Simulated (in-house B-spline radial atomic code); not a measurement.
# Li⁻: RPA and GW calculation

Li⁻, configuration [He] 2s2. Computed at this level: RPA, second-order and SOSEX correlation energies and G0W0 (contour deformation) on a non-relativistic mean field, all electrons, B-spline basis (in-house B-spline radial atomic code).

### Input file
```
Z = 3
electrons = 4.0
configuration = [He] 2s2
hamiltonian = nr
method = kli
lmax = 9
spin_polarised = False
box_radius = 60.0
intervals = 66
ion_configuration = [He] 2s1
```

Hardware: 1 thread of Arm Neoverse N1, 98 GiB of memory available, shared host.

Launched within a batch (the task file carries these settings):
```bash
python <driver script> task.json out
```

The program writes its results to a structured record and prints no log; tables and figures of this report are taken from that record.

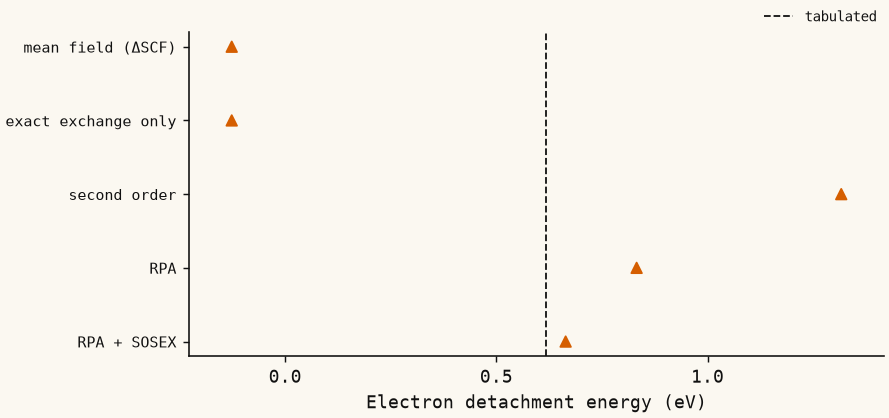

Figure 1. The electron detachment energy of Li⁻ ([He] 2s² → [He] 2s) across levels of theory. All-electron spherical atom, non-relativistic, exchange-only KLI start, no spin-orbit coupling, Breit or QED terms; computed with a B-spline radial code. Differences of total energies, each species on its own start, beside the G₀W₀ level. The values run from −0.13 eV (mean field (ΔSCF) and exact exchange only) to 1.32 eV (second order). The tabulated value is 0.62 eV; nearest to it come RPA + SOSEX (+0.05) and RPA (+0.21), furthest mean field (ΔSCF) (−0.74 eV).

| Method | Electron detachment energy (eV) |
| --- | --- |
| mean field (ΔSCF) | −0.13 |
| exact exchange only | −0.13 |
| second order | 1.32 |
| RPA | 0.83 |
| RPA + SOSEX | 0.66 |

### Key numbers

- outcome: converged
- mean-field total energy: −7.42778 hartree
- total energy with exact exchange alone: −7.42778 hartree
- exact exchange energy: −1.82553 hartree
- RPA correlation, extrapolated in the angular momentum of the empty orbitals: −0.14675 hartree
- RPA correlation, as summed: −0.14652 hartree
- direct second-order term: −0.20354 hartree
- second-order exchange term: 0.10095 hartree
- SOSEX term: 0.07278 hartree
- wall time: 3.6 s

### Notes

Caveats: anion configuration assumed.
